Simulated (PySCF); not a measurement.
C₃H₁₃BN₂Si, SMILES CB(C)N(C)[SiH2]N at its GFN2-xTB optimised geometry (Å):

```
20

Si    -2.0002    -0.0254     0.0000
N     -2.4999    -0.6719     1.5222
N     -0.2504    -0.0254     0.0000
C      0.4329    -0.3286     1.2512
B      0.5183     0.2418    -1.1485
C     -0.1925     0.6563    -2.5071
C      2.1049     0.1300    -1.1037
H     -2.5340     1.3398     0.0000
H     -2.4584    -0.8103    -1.1551
H     -2.2062    -1.6059     1.7622
H     -3.4700    -0.5578     1.7639
H      1.2521     0.3715     1.4137
H      0.8486    -1.3398     1.2305
H     -0.2565    -0.2520     2.0875
H     -1.0614     1.2910    -2.3511
H      0.4813     1.1771    -3.1843
H     -0.5438    -0.2293    -3.0353
H      2.5340     0.9488    -0.5254
H      2.5532     0.1741    -2.0937
H      2.4445    -0.7903    -0.6308
```

Calculation: CAM-B3LYP/def2-SVP run with PySCF. Cells within 0.4 Å of a nucleus heavier than hydrogen are left out (blank, or x).

Map of the electron localisation function on the plane z = 0.0 Å:

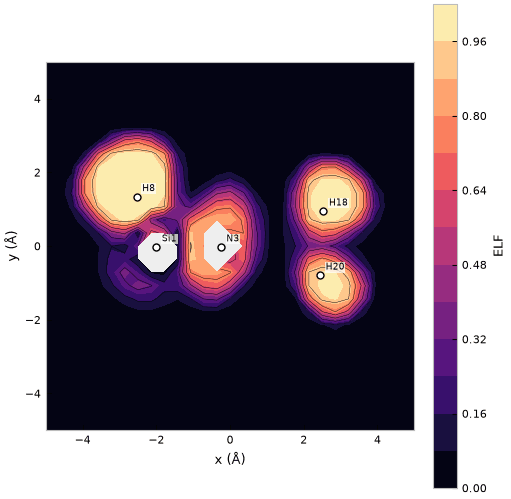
Electron localisation function on the plane z = 0.0 Å.
